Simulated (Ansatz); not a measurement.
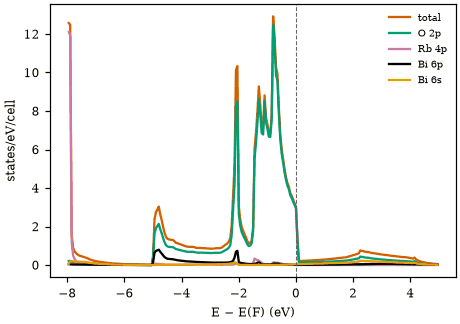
Total and projected density of states of RbBiO3 (cubic perovskite, Pm-3m), r²SCAN (plane waves, PAW; program Ansatz)

Which orbitals carry the states next to the Fermi level?

Within 0.5 eV of the Fermi level: O 2p 96 %. Projections are on Löwdin-orthogonalised atomic valence shells; empty p or d shells of many metals are not among them.

Where is the tallest occupied peak in this window, and what makes it?

Near -0.8 eV, about 13 states/eV per cell; the largest projected share is O 2p.

The workflow started from a Materials Project entry (that database holds measured and hypothetical structures alike); the Crystallography Open Database copy checked does not list it. Its standing as an ambient phase is unchecked. The cell was relaxed with r²SCAN under the symmetry of its start; its stability against distortions is not shown here. Spin–orbit coupling is left out wherever it is not named.

Potentials: the later of the program's two PAW sets.
